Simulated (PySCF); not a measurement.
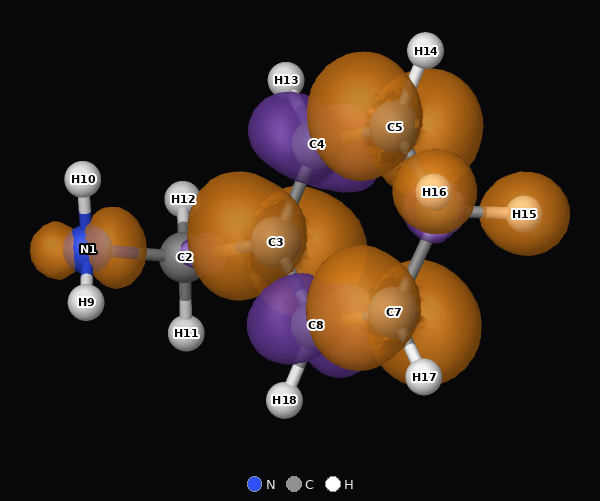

The picture shows: C7H10N (doublet). Isosurfaces of the spin density at +0.02 (orange) and −0.02 e/Å³ (purple), seen at a tilt.

Geometry: GFN2-xTB.

All numbers below come from UKS B3LYP, pcH-1 on C H N, non-relativistic, mean-field spin-orbit, GIAO in PySCF.

```
atom    x (Å)    y (Å)    z (Å)
   N   2.7655   0.5625  -0.1358
   C   1.9397  -0.5698  -0.5651
   C   0.4876  -0.3652  -0.2517
   C  -0.0528  -0.7861   0.9808
   C  -1.3328  -0.5220   1.3327
   C  -2.2605   0.2422   0.4517
   C  -1.6263   0.6570  -0.8319
   C  -0.3395   0.3639  -1.1315
   H   2.4434   1.4113  -0.5915
   H   2.6609   0.7002   0.8653
   H   2.0911  -0.6892  -1.6418
   H   2.3232  -1.4593  -0.0580
   H   0.5834  -1.3440   1.6554
   H  -1.7283  -0.8633   2.2782
   H  -3.1615  -0.3592   0.2471
   H  -2.6359   1.1311   0.9860
   H  -2.2438   1.2100  -1.5246
   H   0.0778   0.6862  -2.0770
```

**Where is the unpaired spin?**

The unpaired spin (1 electron) lies mostly on C3 (about 0.3), C5 (about 0.3) and C7 (about 0.2), in electrons by Hirshfeld's partition.
